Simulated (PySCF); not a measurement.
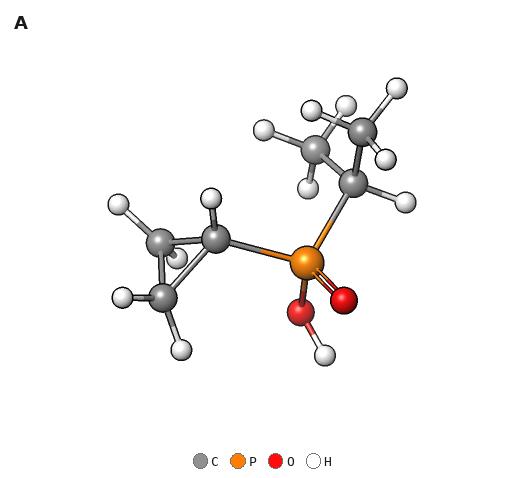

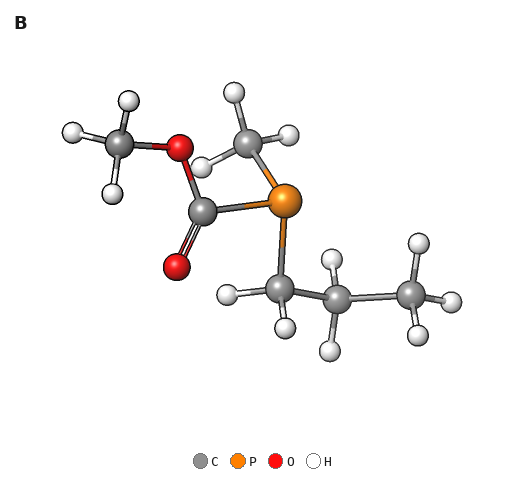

2 stationary structures of one formula. Geometries: GFN2-xTB. Electronic energies: PBE0/pcSseg-1 (PySCF 2.14.0), without zero-point energy. No frequency run is at hand to confirm each as a minimum. Each is one conformer, not always the lowest.

Which is lowest in energy, and by how much?

Answer. A is lowest; B lies 15.0 kcal/mol above it. A is `CC(C)[P@](=O)(O)C1CC1`, B is `CCCP(C)C(=O)OC`.

The geometry is semi-empirical. Around P such bond lengths and angles can be off by a tenth of an ångström or more and by several degrees, and values that hang on the shape move with them.
